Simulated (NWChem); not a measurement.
# C2H5Al (SMILES C=[CH][AlH2]): HF/def2-SVPD

What is the vertical ionisation energy of C2H5Al at HF/def2-SVPD? 

The results are computed with NWChem 7.3.0.

**1. Starting point**

C2H5Al: 8 atoms, total charge 0, spin state singlet. As SMILES, `C=[CH][AlH2]`. The shape is that of a PBE0-D4/def2-TZVP optimisation.

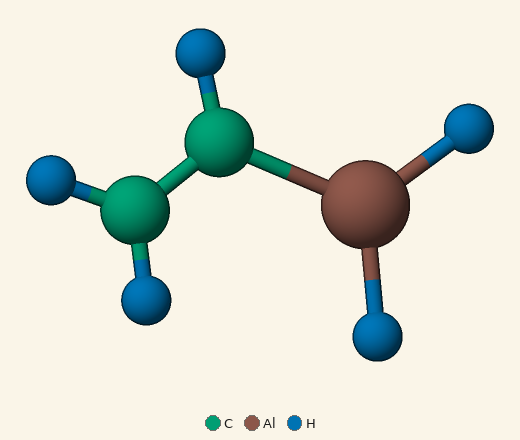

Viewed from a chosen angle; carbon teal, aluminium brown, hydrogen blue.

**2. Energy and forces at HF/def2-SVPD**

The input, struct.nw:

```
start struct
memory stack 880 mb heap 220 mb global 1100 mb

geometry units angstroms noautosym nocenter noautoz
 C       -1.029900       0.829200      -0.357000
 C        0.199000       0.651000       0.138100
 Al       0.930800      -1.139300       0.262000
 H       -1.636900      -0.008600      -0.695500
 H       -1.495000       1.809300      -0.451900
 H        0.735600       1.546100       0.452700
 H        2.384000      -1.417900       0.837700
 H        0.004400      -2.327000      -0.241900
end

basis "ao basis" spherical bse
 * library def2-SVPD
end

scf
 singlet
 rhf
 thresh 1e-08
 maxiter 80
end

task scf gradient
```

Started as:

```console
$ nwchem struct.nw > struct.out
```

Output:

```text
[...]
  functions       =   104
[...]
  wavefunction    = RHF
[...]
         Total SCF energy =   -320.395942608203
      One-electron energy =   -608.704044600009
      Two-electron energy =    204.228376351841
 Nuclear repulsion energy =     84.079725639966
        Time for solution =     13.6s
[...]
                         RHF ENERGY GRADIENTS
    atom               coordinates                        gradient
                 x          y          z           x          y          z
   1 C      -1.946229   1.566961  -0.674632    0.001303  -0.000902   0.000460
   2 C       0.376055   1.230212   0.260971    0.001530  -0.004501   0.000200
   3 Al      1.758957  -2.152965   0.495108   -0.001913   0.005511  -0.000263
   4 H      -3.093292  -0.016252  -1.314304   -0.001063  -0.002244  -0.000689
   5 H      -2.825140   3.419081  -0.853967   -0.001079   0.002041  -0.000240
   6 H       1.390082   2.921705   0.855479    0.001389   0.000571   0.000631
   7 H       4.505107  -2.679442   1.583023    0.001289  -0.000076   0.000530
   8 H       0.008315  -4.397392  -0.457125   -0.001457  -0.000400  -0.000630
[...]
```

Run time: 18 s. Hardware: 1 thread of Intel Xeon Platinum 8488C (Sapphire Rapids), shared host; peak memory 0.1 GiB.

**3. The doublet cation: the energy at UHF/def2-SVPD**

The input, c2h5al.xyz:

```xyz
8

C     -1.029900     0.829200    -0.357000
C      0.199000     0.651000     0.138100
Al     0.930800    -1.139300     0.262000
H     -1.636900    -0.008600    -0.695500
H     -1.495000     1.809300    -0.451900
H      0.735600     1.546100     0.452700
H      2.384000    -1.417900     0.837700
H      0.004400    -2.327000    -0.241900
```

The input, run.py:

```python
from ase.io import read
from ase.calculators.nwchem import NWChem

mol = read('c2h5al.xyz')

calc = NWChem(
    label='c2h5al',
    theory='scf',
    memory='2200 mb',
    basis='def2-SVPD',
    basispar='spherical bse',
    charge=1,
    scf={'nopen': '1', 'uhf': None, 'thresh': '1e-08', 'maxiter': '80', 'print': 'low'},
    task='energy',
)
mol.calc = calc

print(f"energy = {mol.get_potential_energy():.6f} eV")
```

Started as:

```console
$ export ASE_NWCHEM_COMMAND="nwchem PREFIX.nwi > PREFIX.nwo"
$ python run.py
```

Output:

```text
energy = -8708.681387 eV
```

The calculator wrote c2h5al.nwi:

```
title "c2h5al"

permanent_dir c2h5al

scratch_dir c2h5al

start c2h5al

geometry units angstrom nocenter noautosym noautoz
  C  -1.0299000000000000e+00 8.2920000000000005e-01 -3.5699999999999998e-01
  C  1.9900000000000001e-01 6.5100000000000002e-01 1.3810000000000000e-01
  Al 9.3079999999999996e-01 -1.1393000000000000e+00 2.6200000000000001e-01
  H  -1.6369000000000000e+00 -8.6000000000000000e-03 -6.9550000000000001e-01
  H  -1.4950000000000001e+00 1.8092999999999999e+00 -4.5190000000000002e-01
  H  7.3560000000000003e-01 1.5461000000000000e+00 4.5269999999999999e-01
  H  2.3839999999999999e+00 -1.4178999999999999e+00 8.3770000000000000e-01
  H  4.4000000000000003e-03 -2.3270000000000000e+00 -2.4190000000000000e-01
end

charge 1

memory 2200 mb

basis spherical bse noprint
   * library def2-SVPD
end

scf
  nopen 1
  uhf
  thresh 1e-08
  maxiter 80
  print low
end

task scf energy
```

c2h5al.nwo:

```text
Northwest Computational Chemistry Package (NWChem) 7.3.0
             --------------------------------------------------------

           Job information
           ---------------

    nwchem branch   = 7.3.0
    use scalapack   = T
    input           = c2h5al.nwi
    prefix          = c2h5al.
    data base       = c2h5al/c2h5al.db
    status          = startup
    nproc           =        1

           Memory information
           ------------------

    heap     =     72089594 doubles =      550.0 Mbytes
    stack    =     72089599 doubles =      550.0 Mbytes
    global   =    144179200 doubles =     1100.0 Mbytes (distinct from heap & stack)
    total    =    288358393 doubles =     2200.0 Mbytes
    verify   = yes
    hardfail = no

           Directory information
           ---------------------

  0 permanent = c2h5al
  0 scratch   = c2h5al

                                NWChem Input Module
                                -------------------

                                      c2h5al
                                      ------

 Scaling coordinates for geometry "geometry" by  1.889725989
 (inverse scale =  0.529177249)

                             Geometry "geometry" -> ""
                             -------------------------

 Output coordinates in angstroms (scale by  1.889725989 to convert to a.u.)

[... 17 lines left out ...]
            Nuclear Dipole moment (a.u.)
[... 48 lines left out ...]

                                 NWChem SCF Module
                                 -----------------

                                      c2h5al

  ao basis        = "ao basis"
  functions       =   104
  atoms           =     8
  alpha electrons =    15
  beta  electrons =    14
  charge          =   1.00
  wavefunction    = UHF
  input vectors   = atomic
  output vectors  = c2h5al/c2h5al.movecs
  use symmetry    = F
  symmetry adapt  = F

 Forming initial guess at       0.1s

 Starting SCF solution at       0.3s

  ga_iter_lsolve: convergence stagnant ... aborting solve

       Final UHF  results
       ------------------

         Total SCF energy =   -320.038140613550
      One electron energy =   -600.862421860770
      Two electron energy =    196.744555607255
 Nuclear repulsion energy =     84.079725639965

                       Sz =      0.5000
                 Sz(Sz+1) =      0.7500
                      S^2 =      0.9282

        Time for solution =    135.4s

 Task  times  cpu:      135.7s     wall:      135.7s
 Total times  cpu:      135.8s     wall:      135.8s
```

Run time: 2.3 min. Hardware: 1 thread of Intel Xeon Platinum 8488C (Sapphire Rapids), shared host; peak memory 0.099 GiB.

**4. Outcome**

Level: HF/def2-SVPD.

| quantity | value |
| --- | --- |
| singlet C2H5Al: total energy | -320.39594 Eh |
| singlet C2H5Al: dipole moment | 0.86 D |
| singlet C2H5Al: HOMO energy | -10.42 eV |
| singlet C2H5Al: LUMO energy | 1.30 eV |
| singlet C2H5Al: HOMO–LUMO gap | 11.71 eV |
| singlet C2H5Al: largest force on an atom | 0.300 eV/Å |
| doublet cation: total energy | -320.03814 Eh |
| doublet cation: ⟨S²⟩ | 0.928 |
| vertical ionisation energy (to the doublet cation) | 9.736 eV |

What this shows: Removing an electron at fixed nuclei costs 9.74 eV (225 kcal/mol). The largest force (singlet C2H5Al) is 0.30 eV/Å: the shape isn't a stationary point for this species at this level. The negative HOMO energy of the first species, 10.42 eV, lies 0.68 eV above that difference. Mulliken charges (singlet C2H5Al) run from -0.45 on C2 to +0.69 on Al3; in a basis this large or diffuse they mean little. ⟨S²⟩ (doublet cation) is 0.93 where a pure doublet has 0.75: the reference is spin-contaminated.
